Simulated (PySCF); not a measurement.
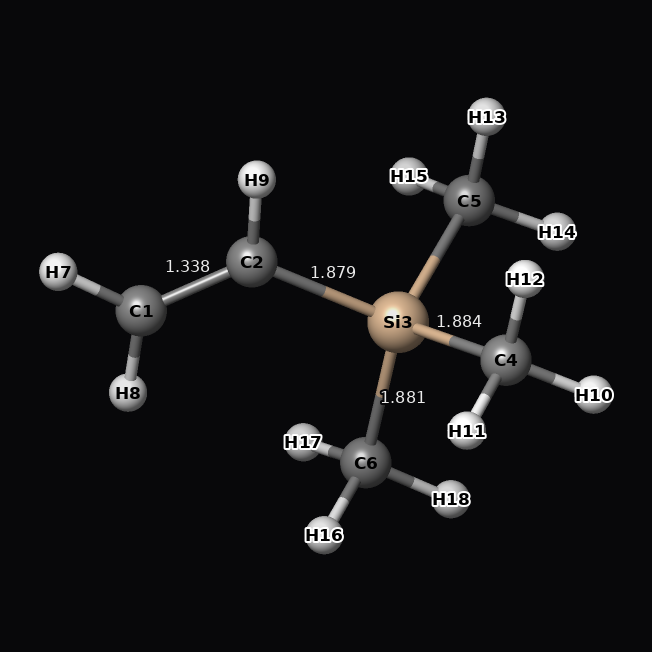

Bond lengths are marked in Å; every bond is drawn as one stick. Computed geometry: PBE0-D3(BJ)/def2-SVP optimisation. No frequency run is at hand to confirm it as a minimum.

Assign a bond order to each marked bond.

C1–C2 double; C2–Si3 single; Si3–C4 single; Si3–C6 single.

Write the SMILES.

C=C[Si](C)(C)C
